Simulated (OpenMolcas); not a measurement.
# doublet GeSiH3ClO+: levels of theory compared

Wanted: a comparison of 6 runs (UHF/STO-3G, UHF/3-21G, U-revPBE/6-31G*, UBLYP/6-31G*, UPBE0/6-31G*, UTPSS/6-31G*) of doublet GeSiH3ClO+. 

The results are computed with OpenMolcas 26.06.

1 further run of the same task is left out (set aside as unsound or not needed).

### 1 The system as given

GeSiH3ClO+ has 7 atoms, charge +1, and is taken as a doublet. SMILES of the parent species: `Cl[SiH]1[O][GeH2]1`. The coordinates come from a PBE0-D4/def2-TZVP relaxation. That shape belongs to the parent species and isn't relaxed for this state.

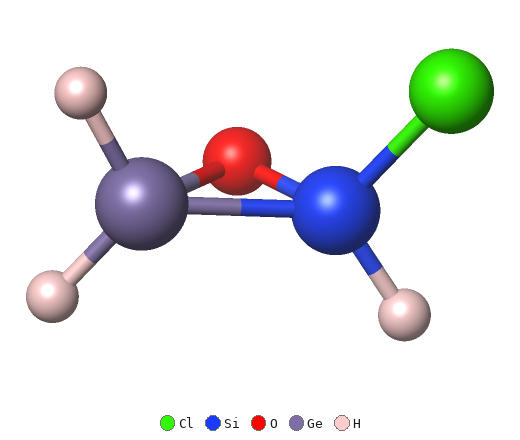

The structure, seen from a chosen angle (chlorine green, silicon blue, oxygen red, germanium purple, hydrogen pink).

### 2 A single-point energy at UHF/STO-3G (run 1)

File mol.xyz:

```xyz
7

Cl     0.946700    -2.488800     0.655700
Si    -0.269300    -1.038200    -0.101800
O      0.399800     0.013200    -1.157400
Ge     0.044800     1.152900     0.326900
H     -1.538000    -1.691900    -0.484400
H     -0.900200     2.274100    -0.128200
H      1.377500     1.710600     0.843500
```

File test.inp:

```
&gateway
baslib=$CurrDir
coord=mol.xyz
basis=STO-3G
group=NoSym
&seward
&scf
uhf
charge=1
spin=2
thresholds=1e-10 1e-07 1e-07 1e-05
prorbitals=1 2
```

The basis set STO-3G is read from a file made from the Basis Set Exchange's data (not shown).

Launch:

```bash
$ export MOLCAS_MEM=1860
$ pymolcas test.inp > test.log
```

Log:

```text
--- Start Module: gateway ---
[...]
--- Stop Module: gateway /rc=_RC_ALL_IS_WELL_ ---
--- Start Module: seward ---
[...]
      Basis functions           44
--- Stop Module: seward /rc=_RC_ALL_IS_WELL_ ---
[...]
--- Start Module: scf ---
[...]
       Convergence after  27 Iterations
[...]
::    Total SCF energy                              -2867.3566850067
[...]
      Total spin, S                                     0.5148023195
[...]
      Total electronic charge=   73.000000
      Total            charge=    1.000000
[...]
      Dipole Moment (debye):
      Origin of the operator (angstrom)=    0.2194   -0.1817    0.1666
                   X= -3.0112E+00               Y=  3.0375E+00               Z= -4.4907E-01           Total=  4.3006E+00
      Center of Charge (angstrom)
[...]
--- Stop Module: scf /rc=_RC_ALL_IS_WELL_ ---
[...]
```

Wall time 4.5 s (1 thread of AMD EPYC 7R43 (Zen 3), shared host); peak memory 0.37 GiB.

### 3 A single-point energy at UHF/3-21G (run 2)

File test.input:

```
* ClGeH3OSi Hartree-Fock
>>> EXPORT MOLCAS_PRINT=2

&GATEWAY
  BasLib = $CurrDir
  Coord
  7
  angstrom
  Cl       0.946700      -2.488800       0.655700
  Si      -0.269300      -1.038200      -0.101800
  O        0.399800       0.013200      -1.157400
  Ge       0.044800       1.152900       0.326900
  H       -1.538000      -1.691900      -0.484400
  H       -0.900200       2.274100      -0.128200
  H        1.377500       1.710600       0.843500
  Basis = 3-21G
  Group = NoSym

&SEWARD

&SCF
  UHF
  Charge = 1
  Spin = 2
  Thresholds = 1e-10 1e-07 1e-07 1e-05
  PrOrbitals = 1 2
```

The basis set 3-21G is read from a file made from the Basis Set Exchange's data (not shown).

Launch:

```bash
$ export MOLCAS_MEM=1860
$ pymolcas test.input > test.log
```

Log:

```text
--- Start Module: gateway ---
[...]
--- Stop Module: gateway /rc=_RC_ALL_IS_WELL_ ---
--- Start Module: seward ---
[...]
      Basis functions           63
--- Stop Module: seward /rc=_RC_ALL_IS_WELL_ ---
[...]
--- Start Module: scf ---
[...]
       Convergence after  30 Iterations
[...]
::    Total SCF energy                              -2885.9242273459
[...]
      Total spin, S                                     0.5146404618
[...]
      Total electronic charge=   73.000000
      Total            charge=    1.000000
[...]
      Dipole Moment (debye):
      Origin of the operator (angstrom)=    0.2194   -0.1817    0.1666
                   X= -3.2526E+00               Y=  3.0202E+00               Z=  8.8823E-01           Total=  4.5266E+00
      Center of Charge (angstrom)
[...]
--- Stop Module: scf /rc=_RC_ALL_IS_WELL_ ---
[...]
```

It took 8.7 s on 1 thread of AMD EPYC 7R43 (Zen 3), shared host; peak memory 0.39 GiB.

Run 3 isn't shown in full; the table further down has it.

### 4 A single-point energy at UBLYP/6-31G(d) (spherical functions) (run 4)

File mol.input:

```
* ClGeH3OSi Kohn-Sham DFT

&GATEWAY
 BasLib=$CurrDir
 BasisSet
 Cl.6-31Gs....
 Cl1 0.946700 -2.488800 0.655700 angstrom
 End of Basis
 BasisSet
 Si.6-31Gs....
 Si2 -0.269300 -1.038200 -0.101800 angstrom
 End of Basis
 BasisSet
 O.6-31Gs....
 O3 0.399800 0.013200 -1.157400 angstrom
 End of Basis
 BasisSet
 Ge.6-31Gs....
 Ge4 0.044800 1.152900 0.326900 angstrom
 End of Basis
 BasisSet
 H.6-31Gs....
 H5 -1.538000 -1.691900 -0.484400 angstrom
 H6 -0.900200 2.274100 -0.128200 angstrom
 H7 1.377500 1.710600 0.843500 angstrom
 End of Basis

&SEWARD
 GridInput
 Grid=UltraFine
 End of Grid

&SCF
 UHF
 Charge=1
 Spin=2
 KSDFT=BLYP
 Thresholds=1e-10 1e-07 1e-07 1e-05
 PrOrbitals=1
```

The basis set 6-31G* is read from a file made from the Basis Set Exchange's data (not shown).

Launch:

```bash
$ export MOLCAS_MEM=1860
$ pymolcas mol.input > mol.log
```

Log:

```text
--- Start Module: gateway ---
[...]
--- Stop Module: gateway /rc=_RC_ALL_IS_WELL_ ---
--- Start Module: seward ---
[...]
      Basis functions           88
--- Stop Module: seward /rc=_RC_ALL_IS_WELL_ ---
[...]
--- Start Module: scf ---
[...]
       Convergence after  29 Iterations
[...]
::    Total KS-DFT energy                           -2903.1498194202
[...]
      Total spin, S                                     0.5007161116
[...]
      Total electronic charge=   73.000000
      Total            charge=    1.000000
[...]
      Dipole Moment (debye):
      Origin of the operator (angstrom)=    0.2194   -0.1817    0.1666
                   X= -2.0578E+00               Y=  1.2140E+00               Z=  1.2107E+00           Total=  2.6785E+00
      Center of Charge (angstrom)
[...]
--- Stop Module: scf /rc=_RC_ALL_IS_WELL_ ---
[...]
```

It took 67 s on 1 thread of AMD EPYC 7R43 (Zen 3), shared host; peak memory 0.48 GiB.

Run 5 isn't shown in full; the table further down has it.

### 5 The energy at UTPSS/6-31G(d) (spherical functions) (run 6)

File struct.xyz:

```xyz
7

Cl     0.946700    -2.488800     0.655700
Si    -0.269300    -1.038200    -0.101800
O      0.399800     0.013200    -1.157400
Ge     0.044800     1.152900     0.326900
H     -1.538000    -1.691900    -0.484400
H     -0.900200     2.274100    -0.128200
H      1.377500     1.710600     0.843500
```

File run.input:

```
* ClGeH3OSi Kohn-Sham DFT
>>> EXPORT MOLCAS_PRINT=2
&GATEWAY
BASLIB = $CurrDir
COORD = struct.xyz
BASIS = 6-31Gs
GROUP = NoSym
&SEWARD
GRIDINPUT
Grid=UltraFine
End of Grid
&SCF
UHF
CHARGE = 1
SPIN = 2
KSDFT = 2
1.0 MGGA_X_TPSS
1.0 MGGA_C_TPSS
THRESHOLDS = 1e-10 1e-07 1e-07 1e-05
PRORBITALS = 1 2
```

The basis set 6-31G* is read from a file made from the Basis Set Exchange's data (not shown).

Launch:

```bash
$ export MOLCAS_MEM=1860
$ pymolcas run.input > run.log
```

Log:

```text
--- Start Module: gateway ---
[...]
--- Stop Module: gateway /rc=_RC_ALL_IS_WELL_ ---
--- Start Module: seward ---
[...]
      Basis functions           88
--- Stop Module: seward /rc=_RC_ALL_IS_WELL_ ---
[...]
--- Start Module: scf ---
[...]
       Convergence after  27 Iterations
[...]
::    Total KS-DFT energy                           -2903.1452297938
[...]
      Total spin, S                                     0.5011756026
[...]
      Total electronic charge=   73.000000
      Total            charge=    1.000000
[...]
      Dipole Moment (debye):
      Origin of the operator (angstrom)=    0.2194   -0.1817    0.1666
                   X= -2.1017E+00               Y=  1.3530E+00               Z=  1.2024E+00           Total=  2.7737E+00
      Center of Charge (angstrom)
[...]
--- Stop Module: scf /rc=_RC_ALL_IS_WELL_ ---
[...]
```

Wall time 91 s (1 thread of AMD EPYC 7R43 (Zen 3), shared host); peak memory 0.48 GiB.

### 6 Overview of the runs

| run | level | integration grid | energy (Eh) | HOMO energy (eV) | LUMO energy (eV) | ⟨S²⟩ | wall time |
| --- | --- | --- | --- | --- | --- | --- | --- |
| 1 | UHF/STO-3G | – | -2867.356685 | -15.03 | -3.89 | 0.780 | 4.5 s |
| 2 | UHF/3-21G | – | -2885.924227 | -16.81 | -7.15 | 0.779 | 8.7 s |
| 3 | U-revPBE/6-31G* (spherical functions) | UltraFine | -2902.788281 | -12.83 | -11.94 | 0.752 | 59 s |
| 4 | UBLYP/6-31G* (spherical functions) | UltraFine | -2903.149819 | -12.65 | -11.89 | 0.751 | 67 s |
| 5 | UPBE0/6-31G* (spherical functions) | UltraFine | -2902.495181 | -14.15 | -11.27 | 0.755 | 75 s |
| 6 | UTPSS/6-31G* (spherical functions) | UltraFine | -2903.145230 | -13.04 | -12.02 | 0.752 | 91 s |

### 7 What came out

| quantity | value |
| --- | --- |
| run 6: total energy | -2903.14523 Eh |
| run 6: HOMO energy (highest over α and β) | -13.04 eV |
| run 6: LUMO energy (lowest over α and β) | -12.02 eV |
| run 6: ⟨S²⟩ | 0.752 |

Totals of different functionals can't be ranked against each other. In run 1 the basis is minimal, so the values are rough. All runs together took 5.1 min, the longest 91 s.
